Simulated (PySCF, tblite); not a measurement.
**C₅H₇F: geometry, infrared bands, NMR shifts and spin-spin couplings**

Aim: predict the infrared bands, NMR shifts and spin-spin couplings of C₅H₇F (`FCC1=CCC1`).

The runs use tblite 0.8.0 and PySCF 2.14.0, with density-fitted response routines of our own; the level of theory stands in each step. All values are computed, except where a source is named. Atoms count from 0, in the outputs and in this text.

## (1) The starting structure

13 atoms, charge 0, multiplicity 1; geometry from: force field or distance geometry start.

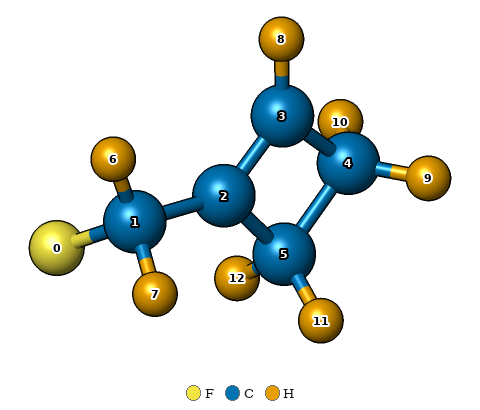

As it starts; fluorine yellow, carbon blue, hydrogen amber, atoms numbered.

## (2) Geometry optimisation with GFN2-xTB

Job settings and geometry (Å):

```
{"job": {"kind": "relax", "xc": "GFN2-xTB", "basis": "xTB"}, "charge": 0, "multiplicity": 1}
F      2.135800    -0.468100     1.371000
C      1.876100     0.048200     0.083600
C      0.400200     0.128100    -0.011100
C     -0.485300     1.071400    -0.222400
C     -1.661200     0.188000    -0.145600
C     -0.676200    -0.886900     0.073100
H      2.355700     1.014400    -0.088700
H      2.193300    -0.752700    -0.630800
H     -0.387900     2.149500    -0.375300
H     -2.218400     0.028700    -1.091400
H     -2.289600     0.486300     0.712400
H     -0.537900    -1.621300    -0.770100
H     -0.709100    -1.384900     1.077400
```

Command:

```sh
> OMP_NUM_THREADS=1 python probes_run.py task.json out
```

This one command runs all jobs of the session in turn.

The program printed:

```text
step      E/eV     max force
  0    -515.27374    4.054
  1    -515.49485    1.877
  2    -515.55573    0.986
  3    -515.60453    0.726
  4    -515.64790    0.447
  5    -515.65911    0.287
  6    -515.66910    0.247
  7    -515.67490    0.228
  8    -515.67836    0.125
  9    -515.68056    0.111
 10    -515.68256    0.113
 11    -515.68402    0.106
 12    -515.68485    0.065
 13    -515.68530    0.058
 14    -515.68566    0.060
 15    -515.68605    0.057
 16    -515.68650    0.056
 17    -515.68695    0.052
 18    -515.68733    0.054
 19    -515.68764    0.054
 20    -515.68794    0.051
 21    -515.68821    0.042
 22    -515.68842    0.029
 23    -515.68856    0.026
 24    -515.68866    0.024
 25    -515.68874    0.021
 26    -515.68879    0.017
 27    -515.68882    0.014
 28    -515.68884    0.011
 29    -515.68885    0.009
```

It took 0.19 s on 1 thread of Arm Neoverse N1, shared host.

The steps of the relaxation:

| step | energy from step 0 (eV) | largest force (eV/Å) |
| --- | --- | --- |
| 0 | 0.0000 | 4.0541 |
| 1 | -0.2211 | 1.8770 |
| 2 | -0.2820 | 0.9861 |
| 3 | -0.3308 | 0.7258 |
| 4 | -0.3742 | 0.4467 |
| 5 | -0.3854 | 0.2869 |
| 6 | -0.3954 | 0.2465 |
| 7 | -0.4012 | 0.2283 |
| 8 | -0.4046 | 0.1246 |
| 9 | -0.4068 | 0.1114 |
| 10 | -0.4088 | 0.1126 |
| 11 | -0.4103 | 0.1061 |
| 12 | -0.4111 | 0.0654 |
| 13 | -0.4116 | 0.0580 |
| 14 | -0.4119 | 0.0597 |
| 15 | -0.4123 | 0.0572 |
| 16 | -0.4128 | 0.0559 |
| 17 | -0.4132 | 0.0517 |
| 18 | -0.4136 | 0.0543 |
| 19 | -0.4139 | 0.0540 |
| 20 | -0.4142 | 0.0512 |
| 21 | -0.4145 | 0.0418 |
| 22 | -0.4147 | 0.0289 |
| 23 | -0.4148 | 0.0264 |
| 24 | -0.4149 | 0.0239 |
| 25 | -0.4150 | 0.0212 |
| 26 | -0.4151 | 0.0170 |
| 27 | -0.4151 | 0.0140 |
| 28 | -0.4151 | 0.0114 |
| 29 | -0.4151 | 0.0085 |

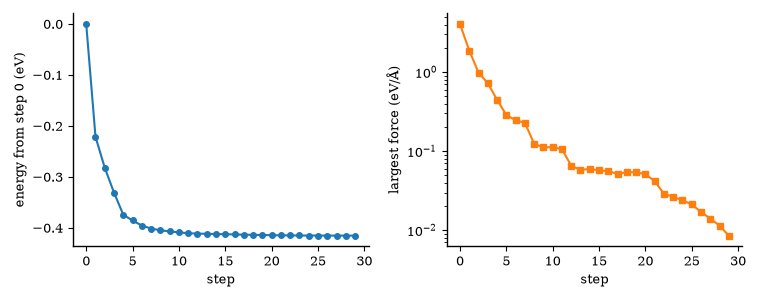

Energy and force, step by step.

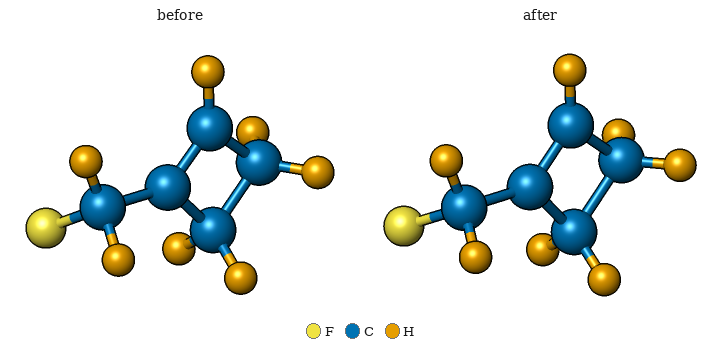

The geometry before (left) and after (right).

Close pairs (by a distance rule), those that changed most:

| bond | before (Å) | after (Å) | change (Å) |
| --- | --- | --- | --- |
| C4–C5 | 1.474 | 1.551 | +0.076 |
| C5–H11 | 1.127 | 1.089 | -0.038 |
| C5–H12 | 1.121 | 1.088 | -0.034 |
| C3–C4 | 1.473 | 1.503 | +0.031 |
| F0–C1 | 1.411 | 1.382 | -0.029 |
| C2–C5 | 1.482 | 1.508 | +0.026 |
| C1–H7 | 1.119 | 1.097 | -0.022 |
| C2–C3 | 1.311 | 1.333 | +0.022 |

The final coordinates are the input of the step that follows.

## (3) Vibrational analysis with GFN2-xTB

Job settings and geometry (Å):

```
{"job": {"kind": "ir", "xc": "GFN2-xTB", "basis": "xTB"}, "charge": 0, "multiplicity": 1}
F      2.245648    -0.422736     1.343029
C      1.877704     0.024890     0.088335
C      0.399640     0.120311    -0.024220
C     -0.468595     1.110068    -0.230039
C     -1.673676     0.213939    -0.158858
C     -0.667129    -0.940524     0.083082
H      2.351220     1.002395    -0.049811
H      2.288731    -0.701297    -0.624113
H     -0.374464     2.167246    -0.398186
H     -2.250136     0.134679    -1.078955
H     -2.348276     0.414256     0.671587
H     -0.643036    -1.701056    -0.695562
H     -0.742018    -1.421683     1.055984
```

The program printed:

```text
mode    cm-1     km/mol
  1      44.2      4.26
  2     153.3      3.99
  3     263.0      2.23
  4     328.2      1.76
  5     499.7      4.48
  6     698.3     12.02
  7     744.8     15.67
  8     848.7      1.47
  9     922.4      3.53
 10     953.8     14.32
 11     989.1     20.93
 12     996.5     43.19
 13    1004.3      0.18
 14    1033.1     18.65
 15    1056.4      0.91
 16    1122.5      0.08
 17    1168.6      2.78
 18    1202.9      2.98
 19    1205.9      8.40
 20    1228.1      6.05
 21    1292.7      8.34
 22    1302.4      6.81
 23    1426.2      0.37
 24    1445.9      0.41
 25    1461.0      2.71
 26    1711.6      1.08
 27    2917.3     28.27
 28    2949.1     30.51
 29    2986.5      2.96
 30    3003.4     59.40
 31    3007.4     41.53
 32    3014.8     33.37
 33    3124.5     43.12
```

It took 0.41 s on 1 thread of Arm Neoverse N1, shared host.

Which atoms move in the most intense modes:

| cm⁻¹ | km/mol | atoms |
| --- | --- | --- |
| 989 | 20.9 | C5 17 %, C4 17 %, H9 13 %, H10 12 % |
| 996 | 43.2 | C1 33 %, H8 23 %, F0 23 % |
| 2917 | 28.3 | H7 93 % |
| 2949 | 30.5 | H6 93 % |
| 3003 | 59.4 | H11 58 %, H9 23 % |
| 3007 | 41.5 | H10 56 %, H9 37 % |
| 3015 | 33.4 | H12 82 % |
| 3124 | 43.1 | H8 92 % |

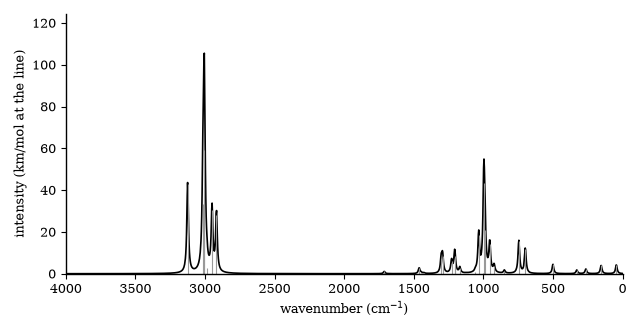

The infrared spectrum from these modes, unscaled. Lines are broadened to a width of 14 cm⁻¹ (Lorentzian).

## (4) NMR shieldings: PBE0/pcSseg-1

The job, as its differences from that of step 3:

```diff
@@ -1,2 +1,2 @@
-{"job": {"kind": "ir", "xc": "GFN2-xTB", "basis": "xTB"}, "charge": 0, "multiplicity": 1}
+{"job": {"kind": "nmr", "xc": "PBE0", "basis": "pcSseg-1"}, "charge": 0, "multiplicity": 1}
 F      2.245648    -0.422736     1.343029
```

Method: GIAO PBE0/pcSseg-1 NMR shielding, non-relativistic, gas phase.

The program printed:

```text
coarse grid: 10856 points
cycle   1  E = -294.0658617769  dE =  8.177e-01  |g| = 5.101e-01  |ddm| = 3.217e+00
cycle   2  E = -294.0377977718  dE =  2.806e-02  |g| = 6.820e-01  |ddm| = 8.877e-01
cycle   3  E = -294.1162109064  dE = -7.841e-02  |g| = 5.227e-02  |ddm| = 4.991e-01
cycle   4  E = -294.1165602038  dE = -3.493e-04  |g| = 3.157e-02  |ddm| = 6.423e-02
cycle   5  E = -294.1167831174  dE = -2.229e-04  |g| = 8.203e-03  |ddm| = 3.257e-02
cycle   6  E = -294.1167955525  dE = -1.244e-05  |g| = 3.788e-03  |ddm| = 9.284e-03
cycle   7  E = -294.1167990008  dE = -3.448e-06  |g| = 5.194e-04  |ddm| = 3.776e-03
final grid: 105248 points
cycle   8  E = -294.1602248447  dE = -3.175e-05  |g| = 7.759e-03  |ddm| = 2.742e-02
cycle   9  E = -294.1602184356  dE =  6.409e-06  |g| = 9.754e-03  |ddm| = 1.513e-02
cycle  10  E = -294.1602396876  dE = -2.125e-05  |g| = 9.221e-04  |ddm| = 8.246e-03
cycle  11  E = -294.1602398208  dE = -1.333e-07  |g| = 2.047e-04  |ddm| = 7.885e-04
cycle  12  E = -294.1602398263  dE = -5.407e-09  |g| = 7.676e-05  |ddm| = 1.686e-04
cycle  13  E = -294.1602398275  dE = -1.253e-09  |g| = 2.666e-05  |ddm| = 8.314e-05
cycle  14  E = -294.1602398277  dE = -1.564e-10  |g| = 9.091e-06  |ddm| = 2.903e-05
converged SCF energy = -294.1602398277

GIAO shielding tensors (ppm)
atom      isotropic    diamagn.    paramagn.     s11        s22        s33       span
  0 F      417.435     471.301     -53.867    392.929    407.143    452.232     59.303
  1 C      104.397     237.734    -133.337     76.651     85.724    150.816     74.165
  2 C       32.462     260.457    -227.995    -78.570     36.206    139.751    218.321
  3 C       43.155     251.825    -208.670    -56.624     40.661    145.427    202.051
  4 C      157.816     252.216     -94.400    144.608    162.010    166.829     22.221
  5 C      155.338     247.810     -92.472    144.999    157.440    163.575     18.576
  6 H       26.617      27.554      -0.937     22.851     26.892     30.106      7.254
  7 H       26.671      27.429      -0.758     23.230     26.561     30.221      6.991
  8 H       25.336      33.077      -7.741     24.265     24.784     26.960      2.695
  9 H       29.225      29.543      -0.319     25.899     27.173     34.602      8.702
 10 H       29.190      29.524      -0.334     25.888     27.157     34.525      8.637
 11 H       29.192      29.856      -0.664     25.892     27.495     34.189      8.297
 12 H       28.807      29.728      -0.921     25.824     27.247     33.348      7.524
```

It took 23 s on 1 thread of Arm Neoverse N1, shared host; peak memory 0.65 GiB.

The references, computed at this level on geometries of the same kind, shield at (ppm): 1H TMS 31.72, 13C TMS 186.9, 19F CFCl3 170.9. Their shielding less the atom's gives the shift. The references are single molecules in the gas phase, so shifts against H2O, NH3, PH3, H3PO4 or CFCl3 are not on the usual liquid scales and can be off by tens of ppm. Atoms listed in one row are averaged.

| atoms | environment | σ (ppm) | δ (ppm) | δ scaled to CDCl3 |
| --- | --- | --- | --- | --- |
| C2 | fully substituted alkene carbon | 32.5 | 154.5 | 148.8 |
| C3 | alkene CH | 43.2 | 143.8 | 138.4 |
| C1 | allylic sp3 CH2 bonded to F | 104.4 | 82.5 | 78.6 |
| C5 | allylic sp3 CH2 | 155.3 | 31.6 | 28.9 |
| C4 | allylic sp3 CH2 | 157.8 | 29.1 | 26.5 |
| H8 | hydrogen on an alkene CH | 25.34 | 6.38 | 6.12 |
| H6, H7 | hydrogen on an allylic sp3 CH2 bonded to F | 26.64 | 5.07 | 4.89 |
| H11, H12 | hydrogen on an allylic sp3 CH2 | 29.00 | 2.72 | 2.67 |
| H9, H10 | hydrogen on an allylic sp3 CH2 | 29.21 | 2.51 | 2.47 |
| F0 | fluorine on an sp3 carbon | 417.4 | -246.5 | – |

The scaled column applies a straight-line fit of computed shieldings to shifts measured in CDCl3, and one for carbons that bear F (root-mean-square error 0.16 ppm for H, 1.9 ppm for C).

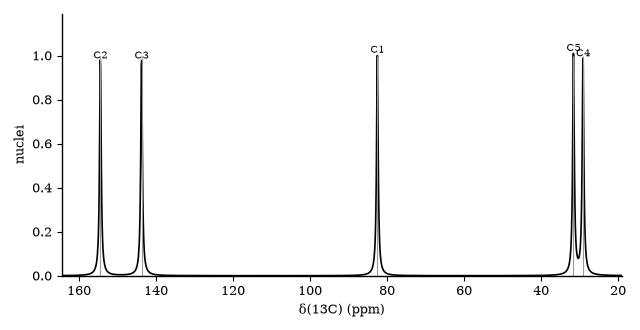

13C lines at the computed shifts, without couplings. Lines are broadened to a width of 0.50 ppm (Lorentzian).

The run also stored atomic charges by several schemes (e):

| atoms | Mulliken | IAO | Hirshfeld | ESP fit |
| --- | --- | --- | --- | --- |
| F0 | -0.35 | -0.33 | -0.13 | -0.19 |
| C1 | 0.31 | 0.03 | 0.02 | -0.14 |
| C2 | -0.31 | -0.02 | -0.01 | 0.10 |
| C3 | -0.13 | -0.15 | -0.04 | -0.19 |
| C4 | -0.17 | -0.26 | -0.07 | -0.17 |
| C5 | -0.14 | -0.27 | -0.07 | -0.13 |

Mulliken charges:

F0 -0.35; C1 0.31; C2 -0.31; C3 -0.13; C4 -0.17; C5 -0.14; H6 0.10; H7 0.10; H8 0.05; H9 0.13; H10 0.13; H11 0.13; H12 0.14

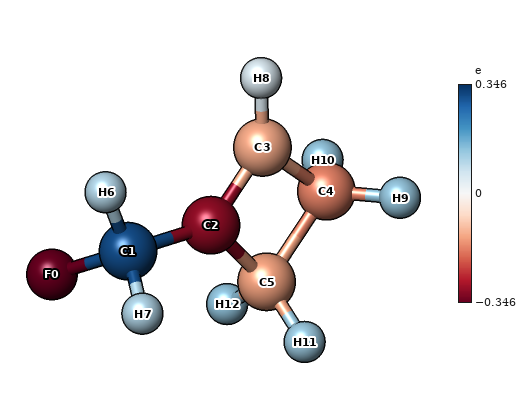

Mulliken charges, as colours on the atoms.

Mayer bond orders: F0–C1 0.90, C1–C2 1.04, C2–C3 1.75, C3–C4 1.05, C4–C5 1.06, C5–C2 1.05.

Ring of atoms C2, C3, C4, C5: NICS(0) 0.5, NICS(1) -2.2, NICS(1)zz -0.3 ppm (means of both faces).

## (5) Spin-spin couplings: B3LYP/pcJ-1

The job, as its differences from that of step 4:

```diff
@@ -1,2 +1,2 @@
-{"job": {"kind": "nmr", "xc": "PBE0", "basis": "pcSseg-1"}, "charge": 0, "multiplicity": 1}
+{"job": {"kind": "j", "xc": "B3LYP", "basis": "pcJ-1"}, "charge": 0, "multiplicity": 1}
 F      2.245648    -0.422736     1.343029
```

With the program's defaults for keys left out, this is: B3LYP/pcJ-1 indirect spin-spin coupling, non-relativistic, gas phase.

The program printed:

```text
coarse grid: 10856 points
cycle   1  E = -294.4218522866  dE =  7.388e-01  |g| = 5.705e-01  |ddm| = 3.011e+00
cycle   2  E = -294.3727789343  dE =  4.907e-02  |g| = 8.082e-01  |ddm| = 1.073e+00
cycle   3  E = -294.4830976316  dE = -1.103e-01  |g| = 6.758e-02  |ddm| = 6.363e-01
cycle   4  E = -294.4835701963  dE = -4.726e-04  |g| = 4.382e-02  |ddm| = 7.938e-02
cycle   5  E = -294.4839855844  dE = -4.154e-04  |g| = 1.092e-02  |ddm| = 4.232e-02
cycle   6  E = -294.4840066527  dE = -2.107e-05  |g| = 5.167e-03  |ddm| = 1.111e-02
cycle   7  E = -294.4840129094  dE = -6.257e-06  |g| = 8.181e-04  |ddm| = 4.602e-03
final grid: 105248 points
cycle   8  E = -294.5366793309  dE = -1.250e-04  |g| = 7.117e-03  |ddm| = 2.170e-02
cycle   9  E = -294.5366706668  dE =  8.664e-06  |g| = 9.778e-03  |ddm| = 1.310e-02
cycle  10  E = -294.5366900280  dE = -1.936e-05  |g| = 8.332e-04  |ddm| = 7.784e-03
cycle  11  E = -294.5366900869  dE = -5.885e-08  |g| = 5.509e-04  |ddm| = 1.094e-03
cycle  12  E = -294.5366901404  dE = -5.354e-08  |g| = 9.797e-05  |ddm| = 4.487e-04
cycle  13  E = -294.5366901424  dE = -1.996e-09  |g| = 3.078e-05  |ddm| = 8.797e-05
cycle  14  E = -294.5366901426  dE = -1.999e-10  |g| = 1.149e-05  |ddm| = 3.114e-05
converged SCF energy = -294.5366901426

Indirect spin-spin couplings (Hz)
  i      j    bonds     total        FC       PSO       DSO        SD
  0 F    1 C    1   -216.273  -274.162    33.518     0.681    23.690
  0 F    2 C    2     14.306    17.781    -3.700     0.063     0.162
  0 F    3 C    3      7.516    11.033    -2.362    -0.246    -0.908
  0 F    4 C    4     -3.537    -3.418     0.212    -0.231    -0.099
  0 F    5 C    3      1.778     2.262    -0.372    -0.030    -0.083
  0 F    6 H    2     54.116    47.719    11.150    -1.237    -3.515
  0 F    7 H    2     53.141    47.168    10.875    -1.190    -3.711
  0 F    8 H    4     -7.478    -6.093     0.459    -0.960    -0.884
  0 F    9 H    5     12.695    12.605     1.259    -1.164    -0.004
  0 F   10 H    5     13.527    13.600     0.774    -0.671    -0.177
  0 F   11 H    4     -4.411    -4.746     1.211    -0.706    -0.171
  0 F   12 H    4     -4.914    -5.134    -0.122     0.374    -0.032
  1 C    2 C    1     51.434    52.676    -1.531     0.290         -
  1 C    3 C    2      2.820     2.739     0.110    -0.029         -
  1 C    4 C    3      8.063     8.093     0.045    -0.075         -
  1 C    5 C    2      1.140     1.253    -0.105    -0.008         -
  1 C    6 H    1    152.580   151.921    -0.356     1.015         -
  1 C    7 H    1    152.703   152.011    -0.321     1.013         -
  1 C    8 H    3      1.509     1.503     0.116    -0.110         -
  1 C    9 H    4     -1.352    -1.313     0.257    -0.295         -
  1 C   10 H    4      1.979     2.016     0.272    -0.310         -
  1 C   11 H    3      0.370     0.399     0.046    -0.075         -
  1 C   12 H    3      0.534     0.584     0.066    -0.116         -
  2 C    3 C    1     62.731    73.214   -10.724     0.241         -
  2 C    4 C    2     -7.736    -7.554    -0.216     0.034         -
  2 C    5 C    1     33.241    33.839    -0.850     0.252         -
  2 C    6 H    2     -0.852    -0.562    -0.277    -0.013         -
  2 C    7 H    2     -4.561    -4.437    -0.128     0.003         -
  2 C    8 H    2      1.404     3.106    -1.172    -0.530         -
  2 C    9 H    3      7.984     8.232     0.136    -0.384         -
  2 C   10 H    3      7.500     7.751     0.130    -0.381         -
  2 C   11 H    2     -6.333    -6.481     0.248    -0.101         -
  2 C   12 H    2     -6.971    -7.120     0.238    -0.089         -
  3 C    4 C    1     33.691    34.400    -0.915     0.205         -
  3 C    5 C    2     -6.447    -6.284    -0.177     0.013         -
  3 C    6 H    3      5.747     5.966    -0.239     0.020         -
  3 C    7 H    3      7.622     7.598     0.391    -0.367         -
  3 C    8 H    1    175.001   174.485    -0.308     0.824         -
  3 C    9 H    2     -6.928    -7.033     0.329    -0.224         -
  3 C   10 H    2     -6.377    -6.474     0.314    -0.217         -
  3 C   11 H    3      7.427     7.679     0.191    -0.443         -
  3 C   12 H    3      7.222     7.479     0.180    -0.437         -
  4 C    5 C    1     27.802    26.299     1.300     0.202         -
  4 C    6 H    4     -0.650    -0.651     0.325    -0.324         -
  4 C    7 H    4     -1.122    -1.123     0.301    -0.300         -
  4 C    8 H    2      4.789     4.920     0.322    -0.452         -
  4 C    9 H    1    143.100   141.545     0.745     0.810         -
  4 C   10 H    1    143.417   141.877     0.728     0.811         -
  4 C   11 H    2     -3.655    -3.885     0.447    -0.217         -
  4 C   12 H    2     -3.651    -3.885     0.446    -0.212         -
  5 C    6 H    3      7.691     7.736     0.376    -0.422         -
  5 C    7 H    3      2.559     2.555     0.035    -0.031         -
  5 C    8 H    3     12.674    12.789     0.516    -0.631         -
  5 C    9 H    2     -3.288    -3.517     0.444    -0.215         -
  5 C   10 H    2     -3.749    -3.982     0.445    -0.212         -
  5 C   11 H    1    141.932   140.345     0.724     0.863         -
  5 C   12 H    1    144.938   143.424     0.644     0.869         -
  6 H    7 H    2    -10.813   -10.837     2.298    -2.275         -
  6 H    8 H    4     -0.152    -0.118    -0.576     0.542         -
  6 H   10 H    5      0.199     0.276     1.112    -1.189         -
  6 H   11 H    4     -0.838    -0.745     1.417    -1.510         -
  6 H   12 H    4     -0.680    -0.567     1.527    -1.640         -
  7 H    8 H    4     -1.973    -1.892     1.263    -1.343         -
  7 H    9 H    5      3.425     3.490     0.804    -0.869         -
  7 H   10 H    5      2.424     2.504     1.350    -1.429         -
  7 H   11 H    4     -1.761    -1.751    -0.537     0.526         -
  7 H   12 H    4     -1.305    -1.218     0.705    -0.792         -
  8 H    9 H    3      1.622     1.718     1.308    -1.404         -
  8 H   10 H    3      1.594     1.690     1.313    -1.408         -
  8 H   11 H    4     -1.046    -0.894     2.022    -2.175         -
  8 H   12 H    4     -1.034    -0.880     2.020    -2.173         -
  9 H   10 H    2    -15.593   -15.724     2.693    -2.561         -
  9 H   11 H    3      5.269     5.324    -0.057     0.002         -
  9 H   12 H    3      2.142     2.232     2.221    -2.312         -
 10 H   11 H    3      2.111     2.204     2.230    -2.323         -
 10 H   12 H    3      5.288     5.338    -0.081     0.031         -
 11 H   12 H    2    -14.866   -15.034     2.566    -2.398         -
```

It took 62 s on 1 thread of Arm Neoverse N1, shared host; peak memory 0.89 GiB.

A choice of the couplings up to four bonds, sorted by the number of bonds, with means over like pairs; isotopes 13C, 19F, 1H:

| pair | bonds | J (Hz) | Fermi contact (Hz) | dihedral (°) |
| --- | --- | --- | --- | --- |
| F0–C1 | 1 | -216.3 | -274.2 | – |
| C3–H8 | 1 | 175.0 | 174.5 | – |
| C1–H6 | 1 | 152.6 | 152.0 | – |
| C5–H11 | 1 | 143.4 | 141.9 | – |
| C4–H9 | 1 | 143.3 | 141.7 | – |
| C2–C3 | 1 | 62.7 | 73.2 | – |
| C1–C2 | 1 | 51.4 | 52.7 | – |
| C3–C4 | 1 | 33.7 | 34.4 | – |
| C2–C5 | 1 | 33.2 | 33.8 | – |
| F0–H6 | 2 | 53.6 | 47.4 | – |
| H9–H10 | 2 | -15.6 | -15.7 | – |
| H11–H12 | 2 | -14.9 | -15.0 | – |
| F0–C2 | 2 | 14.3 | 17.8 | – |
| H6–H7 | 2 | -10.8 | -10.8 | – |
| C2–C4 | 2 | -7.7 | -7.6 | – |
| C3–H9 | 2 | -6.7 | -6.8 | – |
| C2–H11 | 2 | -6.7 | -6.8 | – |
| C3–C5 | 2 | -6.4 | -6.3 | – |
| C5–H8 | 3 | 12.7 | 12.8 | – |
| C1–C4 | 3 | 8.1 | 8.1 | – |
| C2–H9 | 3 | 7.7 | 8.0 | – |
| F0–C3 | 3 | 7.5 | 11.0 | 117 |
| C3–H11 | 3 | 7.3 | 7.6 | – |
| C3–H6 | 3 | 6.7 | 6.8 | – |
| H9–H11 | 3 | 5.3 | 5.3 | 0 |
| C5–H6 | 3 | 5.1 | 5.1 | – |
| H9–H12 | 3 | 2.1 | 2.2 | -128 |
| F0–H8 | 4 | -7.5 | -6.1 | – |
| F0–H11 | 4 | -4.7 | -4.9 | – |
| F0–C4 | 4 | -3.5 | -3.4 | – |
| H6–H12 | 4 | -1.2 | -1.2 | – |
| H6–H11 | 4 | -1.1 | -1.0 | – |
| H6–H8 | 4 | -1.1 | -1.0 | – |
| H8–H11 | 4 | -1.0 | -0.9 | – |

Where two rows join the same classes of atoms, they are the two kinds of pair (J and J′ of an AA′XX′ pattern), each a mean over its own pairs alone.

The spin-dipole term was solved for some atoms only; pairs without it lack that part.

Shifts (PBE0/pcSseg-1, unscaled) and these couplings together give the proton spectrum at 500 MHz below.

1H NMR δ 6.38 (d of sept, J = 7.5, 1.2 Hz, 1H), 5.07 (d of sext, J = 53.6, 1.3 Hz, 2H), 2.72 (m, 2H), 2.51 (m, 2H). The letters are first-order; like nuclei with unlike couplings give more lines.

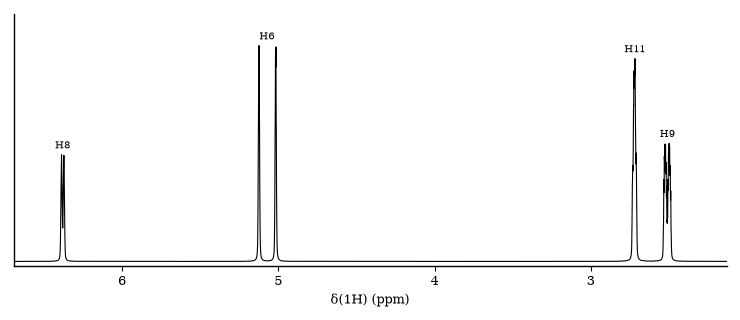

Simulated proton spectrum at 500 MHz, by exact diagonalisation of each spin system; lines 1.2 Hz wide, exchangeable protons uncoupled.

## (6) Results

```
                                                              quantity                               value
                             strongest single infrared mode (GFN2-xTB)                3003 cm⁻¹, 59 km/mol
                                          zero-point energy (GFN2-xTB)                       65.9 kcal/mol
                                13C shifts against TMS (PBE0/pcSseg-1)  154.5, 143.8, 82.5, 31.6, 29.1 ppm
1H shifts against TMS (PBE0/pcSseg-1, means over atoms taken as alike)          6.38, 5.07, 2.72, 2.51 ppm
                              19F shifts against CFCl3 (PBE0/pcSseg-1)                          -246.5 ppm
                           largest coupling of the table (B3LYP/pcJ-1)            1J(F,C) F0–C1, -216.3 Hz
```

In words: Relaxing lowered the energy by 0.415 eV in 29 steps; the close pair that moved most is C4–C5, from 1.474 to 1.551 Å. No mode is imaginary among the 33: a minimum at this level. The strongest single mode, at 3003 cm⁻¹, moves mainly H11. GFN2-xTB is a fitted tight-binding method: band positions and strengths are rough. Its intensities can rank the bands wrongly. The most deshielded hydrogen is H8 (hydrogen on an alkene CH), at 6.38 ppm: attached to an sp2 carbon and in the plane of the double bond. At PBE0/pcSseg-1: The widest tensor belongs to C2: span 218 ppm, with a paramagnetic part of -228 ppm. Of the pairs tabulated at B3LYP/pcJ-1, F0–C1 couples most strongly (-216.3 Hz; Fermi contact -274.2 Hz). Couplings across rotatable bonds belong to this one conformer; where others are populated, the observed values are averages.
